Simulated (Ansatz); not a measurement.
# BF2 (SMILES F[B]F) at 6 levels

Aim: a comparison of 6 runs (UHF/STO-3G, UHF/def2-SVP, UB2PLYP/def2-SVP, UB3LYP/6-31G*, USVWN5/def2-SVPD, UMP2/pcseg-2) of BF2. 

The results are computed with Ansatz 0.2.0.

6 further runs of the same task are left out: 2 that didn't finish, 4 set aside as unsound or not needed.

### 1 Starting point

BF2 has 3 atoms, charge 0, and is taken as a doublet. SMILES: `F[B]F`. The coordinates come from a PBE0-D4/def2-TZVP relaxation.

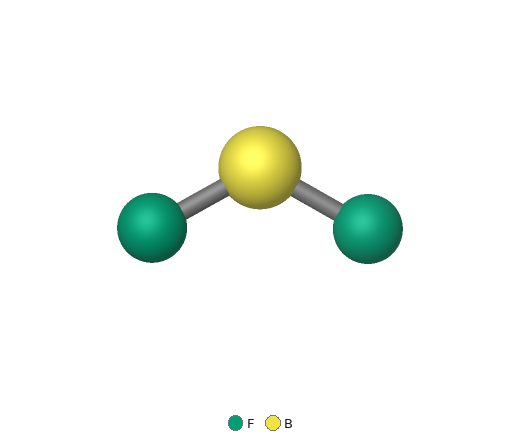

The structure, seen from a chosen angle (fluorine teal, boron yellow).

### 2 Energy and forces at UHF/STO-3G (run 1)

Input file input.yaml:

```yaml
crystal:
  periodic: [false, false, false]
  atoms:
    - {symbol: F, position_ang: [0.513100, -1.044300, 0.160000]}
    - {symbol: B, position_ang: [0.279000, 0.240500, 0.181300]}
    - {symbol: F, position_ang: [-0.802900, 0.738900, -0.354600]}
basis:
  gaussian:
    orbitals: STO-3G
magnetization:
  spin_polarized: true
  initial_magnetization: 1
hamiltonian:
  xc: hf
accuracy: high
output: {forces: true, orbitals: {seedname: orbitals}}
```

Launch:

```console
$ ansatz run input.yaml --threads 1 --pin off --max-ram 2610MiB --events-out events.jsonl --progress --plain --runs-dir runs
```

Log:

```text
Warning: RAYON_NUM_THREADS=1 ignored (pool sized by the plan → 1); use --threads N
Functional definition: HF
  name "HF"
  exchange = exact_x
  correlation = 0
250 factors; integrals over basis functions are off by at most 3.9e-8 eV
mean field evaluation 1: about -5997.3301 eV, gradient 1.6e1 eV
mean field evaluation 2: about -5997.4035 eV, gradient 1.6e1 eV
mean field evaluation 4: about -5999.4687 eV, gradient 1.7e0 eV
mean field evaluation 8: about -5999.5240 eV, gradient 2.3e-2 eV
mean field -5999.52397262 eV, -220.4784393702 hartree, gradient 1.4e-8 eV, S^2 0.753576; 0 other end points of the search recorded, 0 dependent functions left out
the calculation of the forces begins
reference -5999.52397262 eV, -220.4784393702 hartree; 12, 11 occupied and 3, 4 virtual orbitals, 250 factors
Total energy: -5999.52397262 eV, -220.4784393702 hartree
Atom 0 at     0.513100    -1.044300     0.160000 Å, force    -0.258061     0.109814    -0.128883 eV/Å
Atom 1 at     0.279000     0.240500     0.181300 Å, force     0.208014     0.195937     0.137062 eV/Å
Atom 2 at    -0.802900     0.738900    -0.354600 Å, force     0.050046    -0.305751    -0.008179 eV/Å
Dipole moment:     0.063285     0.058659     0.041588 e Å
```

Wall time 0.1 s (1 thread of Arm Neoverse V2, shared host).

### 3 Energy and gradient at UHF/def2-SVP (run 2)

Input file run.yaml:

```yaml
basis:
  gaussian:
    orbitals: def2-SVP
crystal:
  periodic: [false, false, false]
  atoms:
    - symbol: F
      position_ang: [0.513100, -1.044300, 0.160000]
    - symbol: B
      position_ang: [0.279000, 0.240500, 0.181300]
    - symbol: F
      position_ang: [-0.802900, 0.738900, -0.354600]
output:
  forces: true
  orbitals: {seedname: orbitals}
hamiltonian:
  xc: hf
accuracy: high
magnetization:
  spin_polarized: true
  initial_magnetization: 1
```

Launch:

```console
$ ansatz run run.yaml --threads 1 --pin off --max-ram 2610MiB --events-out events.jsonl --progress --plain --runs-dir runs
```

Log (excerpt; [...] marks lines left out):

```text
Warning: RAYON_NUM_THREADS=1 ignored (pool sized by the plan → 1); use --threads N
Functional definition: HF
  name "HF"
[...]
825 factors; integrals over basis functions are off by at most 3.4e-9 eV
[...]
mean field -6079.98507967 eV, -223.4353305159 hartree, gradient 5.9e-8 eV, S^2 0.752109; 0 other end points of the search recorded, 0 dependent functions left out
[...]
reference -6079.98507967 eV, -223.4353305159 hartree; 12, 11 occupied and 30, 31 virtual orbitals, 825 factors
Total energy: -6079.98507967 eV, -223.4353305159 hartree
Atom 0 at     0.513100    -1.044300     0.160000 Å, force    -0.185735     0.458582    -0.048499 eV/Å
Atom 1 at     0.279000     0.240500     0.181300 Å, force    -0.183014    -0.167369    -0.120004 eV/Å
Atom 2 at    -0.802900     0.738900    -0.354600 Å, force     0.368750    -0.291213     0.168503 eV/Å
Dipole moment:     0.092391     0.085636     0.060715 e Å
```

Wall time 0.46 s (1 thread of Arm Neoverse V2, shared host).

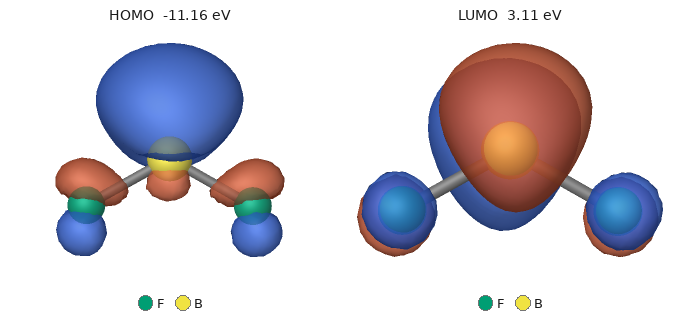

Frontier orbitals of this run (spin up), surfaces at ±0.2 Å^-3/2.

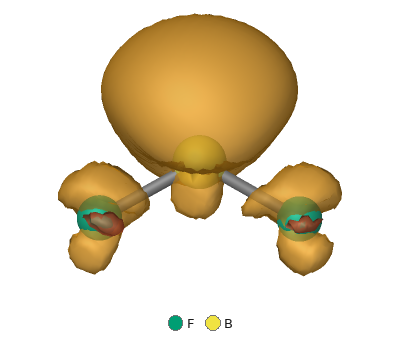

Spin density, surfaces at ±0.03 e/Å³.

Runs 3 to 5 aren't shown in full; the table further down has their settings and results.

### 4 Energy and forces at UMP2/pcseg-2 (run 6)

Input file job.yaml:

```yaml
crystal:
  periodic: [false, false, false]
  atoms:
    - symbol: F
      position_ang: [0.513100, -1.044300, 0.160000]
    - symbol: B
      position_ang: [0.279000, 0.240500, 0.181300]
    - symbol: F
      position_ang: [-0.802900, 0.738900, -0.354600]
basis:
  gaussian:
    orbitals: pcseg-2
magnetization:
  spin_polarized: true
  initial_magnetization: 1
correlation:
  method: mp2
  frozen_orbitals: {B: 1, F: 1}
accuracy: high
output: {forces: true, orbitals: {seedname: orbitals}}
```

Launch:

```console
$ ansatz run job.yaml --threads 1 --pin off --max-ram 2610MiB --events-out events.jsonl --progress --plain --runs-dir runs
```

Log (excerpt; [...] marks lines left out):

```text
Warning: RAYON_NUM_THREADS=1 ignored (pool sized by the plan → 1); use --threads N
Functional definition: HF
  name "HF"
[...]
1439 factors; integrals over basis functions are off by at most 3.5e-9 eV
[...]
mean field -6087.43376811 eV, -223.7090647671 hartree, gradient 3.5e-8 eV, S^2 0.752128; 0 other end points of the search recorded, 0 dependent functions left out
3 core orbitals not correlated: weight in the atoms' cores, before any rotation towards them, 1.000 or more for the frozen orbitals, at most 0.000 for the correlated occupied ones
reference -6087.43376811 eV, -223.7090647671 hartree; 9, 8 occupied and 78, 79 virtual orbitals, 1439 factors
second order -15.01517346 eV of doubles, -0.00000000 eV of singles
[...]
Total energy: -6102.44894157 eV, -224.2608622141 hartree
Atom 0 at     0.513100    -1.044300     0.160000 Å, force     0.041376    -0.195308    -0.000059 eV/Å
Atom 1 at     0.279000     0.240500     0.181300 Å, force     0.120306     0.113951     0.079344 eV/Å
Atom 2 at    -0.802900     0.738900    -0.354600 Å, force    -0.161682     0.081357    -0.079284 eV/Å
Dipole moment:     0.049432     0.045788     0.032481 e Å
```

It took 6 s on 1 thread of Arm Neoverse V2, shared host; peak memory 0.32 GiB.

### 5 The series

| run | level | frozen core orbitals | energy (Eh) | dipole moment (D) | HOMO energy (eV) | LUMO energy (eV) | wall time |
| --- | --- | --- | --- | --- | --- | --- | --- |
| 1 | UHF/STO-3G | – | -220.478439 | 0.46 | -7.53 | 8.09 | 0.1 s |
| 2 | UHF/def2-SVP | – | -223.435331 | 0.67 | -11.16 | 1.95 | 0.46 s |
| 3 | UB2PLYP/def2-SVP | 3 | -224.223515 | 0.25 | -8.50 | -0.76 | 6.3 s |
| 4 | UB3LYP/6-31G* (spherical functions) | – | -224.558602 | 0.23 | -6.39 | -1.96 | 2.9 s |
| 5 | USVWN5/def2-SVPD | – | -222.871361 | 0.17 | -5.84 | -3.87 | 2 s |
| 6 | UMP2/pcseg-2 | 3 | -224.260862 | 0.36 | -11.27 | 1.36 | 6 s |

### 6 Results

```
                                                         quantity          value
                                              run 6: total energy  -224.26086 Eh
                        run 6: dipole moment (correlated density)         0.36 D
run 6: HOMO energy (Hartree–Fock orbitals) (highest over α and β)      -11.27 eV
 run 6: LUMO energy (Hartree–Fock orbitals) (lowest over α and β)        1.36 eV
               run 6: correlation energy (3 core orbitals frozen)     -551.8 mEh
                         run 6: ⟨S²⟩ of the reference determinant          0.752
                                  run 6: largest force on an atom     0.200 eV/Å
```

The dipole moment (its size) runs from 0.17 D (USVWN5/def2-SVPD) to 0.67 D (UHF/def2-SVP). The two ends differ in method and basis. Totals of different functionals can't be ranked against each other. In run 1 the basis is minimal, so the values are rough. All runs together took 18 s, the longest 6.3 s.
